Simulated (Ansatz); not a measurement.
**C3H6OSi (SMILES C=C[SiH2]C=O): density, localisation and related maps**

The calculation's input:

```
crystal:
  periodic: [false, false, false]
  atoms:
    - { symbol: C, position_ang: [-1.6726, -0.1936, 1.3665] }
    - { symbol: C, position_ang: [-0.4082, -0.202, 0.9238] }
    - { symbol: Si, position_ang: [0.1956, 0.4654, -0.6847] }
    - { symbol: C, position_ang: [1.8338, -0.2544, -1.2408] }
    - { symbol: O, position_ang: [2.6727, -0.5658, -0.4062] }
    - { symbol: H, position_ang: [-2.4932, 0.226, 0.7906] }
    - { symbol: H, position_ang: [-1.9181, -0.6152, 2.3378] }
    - { symbol: H, position_ang: [0.3794, -0.6314, 1.5362] }
    - { symbol: H, position_ang: [0.2754, 1.9477, -0.5823] }
    - { symbol: H, position_ang: [-0.844, 0.1947, -1.7158] }
    - { symbol: H, position_ang: [1.9791, -0.3713, -2.3252] }
basis:
  gaussian:
    orbitals: def2-SVP
hamiltonian:
  xc: revpbe
output:
  orbitals: {}
  forces: true
```

Launched as:

```sh
python c3h6osi_methods.py
```

Not at a stationary point (largest force 1.6 eV/Å).

These are results of Ansatz, SCF revpbe, Gaussian basis, not measurements.

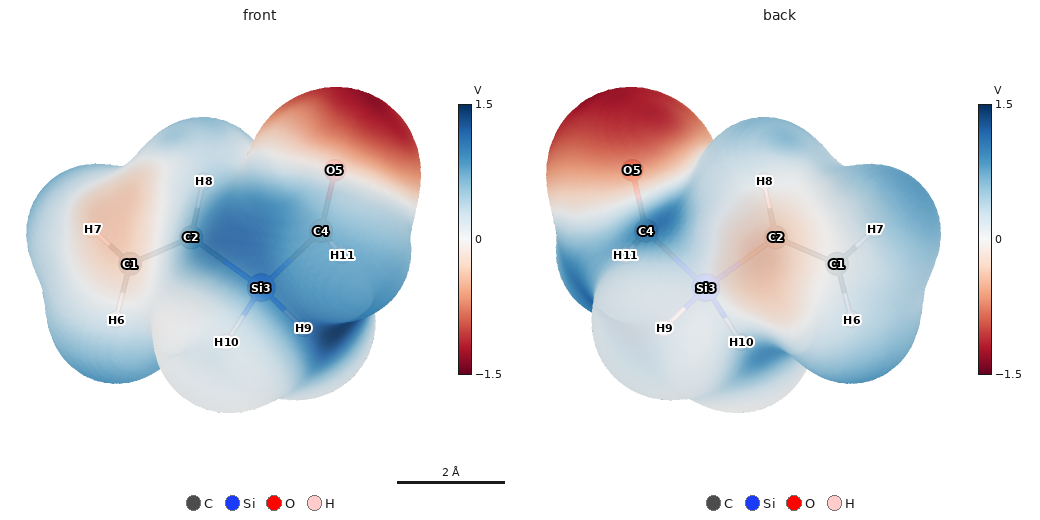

Figure 1. The molecular electrostatic potential painted on the density surface at 0.002 e/bohr³, seen from the front and from behind; red is negative and blue positive.

### Describe the electrostatic potential map.

The most negative region (about −1.3 V) lies over O5, the most positive (about +1.4 V) over Si3. O5 is the likeliest acceptor of a hydrogen bond.

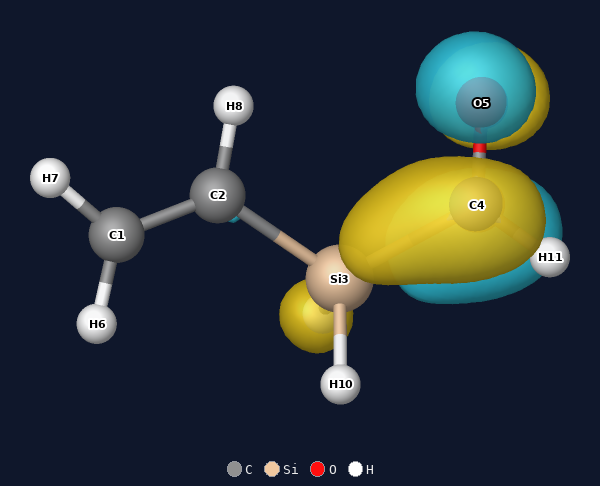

Figure 2. The LUMO at ±0.15 Å⁻³ᐟ² (yellow and cyan are the two phases), seen at a tilt.

### Describe this orbital and give its energy.

By Hirshfeld shares it lies mainly on C4 (about 40 %) and O5 (about 35 %); π-antibonding (π*) across C4–O5. Its energy is −2.81 eV.

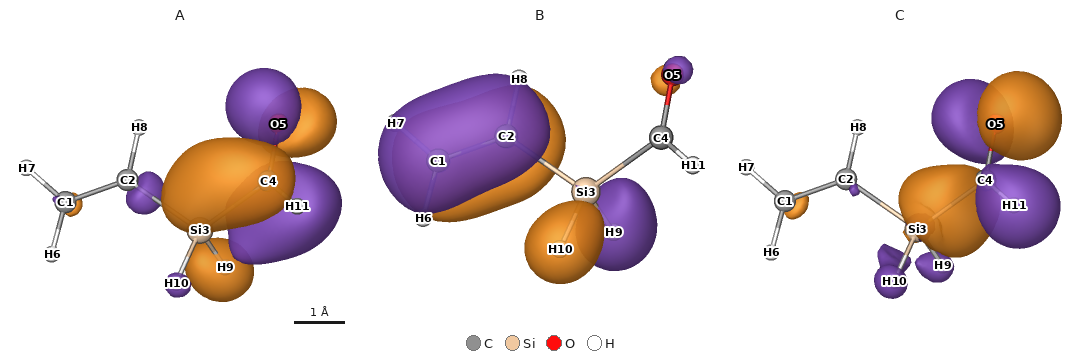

Figure 3. Three frontier orbitals at ±0.1 Å⁻³ᐟ² (orange and purple are the two phases), in no order.

### Order the three orbitals by energy and name them.

B is the HOMO−1 (−6.79 eV). By Hirshfeld shares it lies mainly on C1 (about 40 %) and C2 (about 35 %); π-bonding across C1–C2. C is the HOMO (−5.52 eV). Its weight (Hirshfeld) is mainly on O5 (about 55 %), C4 (about 15 %), Si3 (about 10 %) and H11 (about 10 %). A is the LUMO (−2.81 eV). By Hirshfeld shares it lies mainly on C4 (about 40 %) and O5 (about 35 %); π-antibonding (π*) across C4–O5.

### What is the HOMO–LUMO gap?

2.71 eV between the orbital energies.
